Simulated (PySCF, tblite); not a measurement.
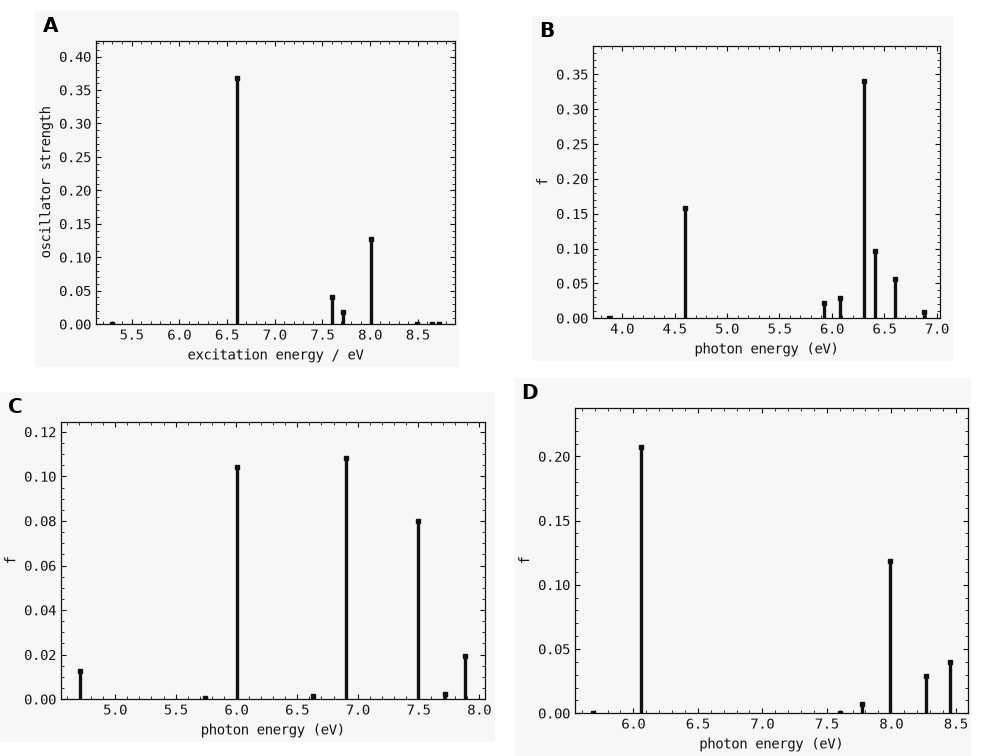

Vertical TDDFT excitations, CAM-B3LYP/def2-SVPD with PySCF 2.14.0, at a GFN2-xTB geometry (a minimum by its frequencies), gas phase. Each panel shows the lowest singlet states that were computed.

> Which panel belongs to which molecule?
1. C₃H₄AlF₂O⁺, SMILES [O+]#CC[CH2][Al]([F])[F], singlet
2. C₆H₆ClFO, SMILES C/C=C(C=O)/C(Cl)=C/F
3. C₂H₇BCl₂Ge, SMILES C[CH2][GeH2][B](Cl)Cl, singlet
4. C₃H₂F₂O₂, SMILES O=C(O)C=C(F)F

A: 4 (S1 at 5.30 eV, brightest at 6.60 eV)
B: 2 (S1 at 3.87 eV, brightest at 6.30 eV)
C: 3 (S1 at 4.71 eV, brightest at 6.90 eV)
D: 1 (S1 at 5.69 eV, brightest at 6.06 eV)

Caveats, for all or some of the runs: core orbitals are frozen in the response; one conformer of a flexible molecule; the tight-binding geometry is rougher than a DFT one and adds to the error.
